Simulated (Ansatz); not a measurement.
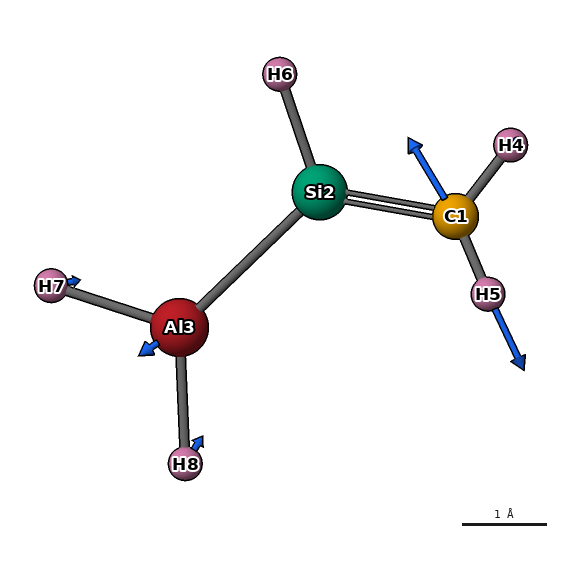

Arrows show the forces on the atoms, 0.3 Å of arrow for 1 eV/Å; forces under a tenth of the largest aren't drawn. Level of theory: RHF-CCSD(T) (frozen core)/def2-TZVPP (Ansatz 0.2.0).

Q: Along which bond is the force strongest?

A: C1–H5, now 1.017 Å: the forces push its atoms apart, so a first step downhill lengthens it.

List the force components in the frame of the picture (x right, y up, z towards the viewer), in eV/Å.

```json
{"atom": "C1", "Fx": "−1.48", "Fy": "2.47", "Fz": "−0.81"}
{"atom": "Si2", "Fx": "−0.17", "Fy": "−0.14", "Fz": "0.15"}
{"atom": "Al3", "Fx": "−0.82", "Fy": "−0.57", "Fz": "0.21"}
{"atom": "H4", "Fx": "0.15", "Fy": "0.06", "Fz": "0.40"}
{"atom": "H5", "Fx": "1.19", "Fy": "−2.51", "Fz": "0.25"}
{"atom": "H6", "Fx": "0.17", "Fy": "−0.04", "Fz": "−0.24"}
{"atom": "H7", "Fx": "0.58", "Fy": "0.12", "Fz": "0.00"}
{"atom": "H8", "Fx": "0.38", "Fy": "0.61", "Fz": "0.03"}
```
